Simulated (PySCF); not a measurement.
Molecule: CNO, SMILES N#C[O], doublet. Atoms near the plane z = 0.0 Å, at the PBE0/def2-SVP optimised geometry (x, y, z in Å): O1 (-1.2, 0.0, 0.0), C2 (0.0, 0.0, 0.0), N3 (1.2, 0.0, 0.0).

Method: unrestricted PBE0/def2-TZVP (PySCF). Cells within 0.4 Å of a nucleus heavier than hydrogen are left out (blank, or x). The values are rescaled to run from 0 to 1.

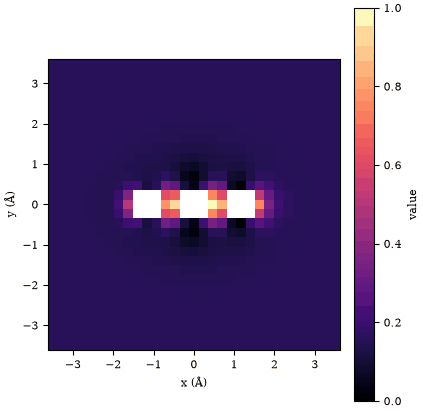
a field on the plane z = 0.0 Å.

### Question
Which quantity is mapped?
A. log10 of the electron density
B. deformation density (molecule minus spherical neutral atoms)
C. Laplacian of the electron density
D. an orbital amplitude

### Answer
B, deformation density (molecule minus spherical neutral atoms). In full: deformation density (molecule minus spherical neutral atoms) (e/bohr³).
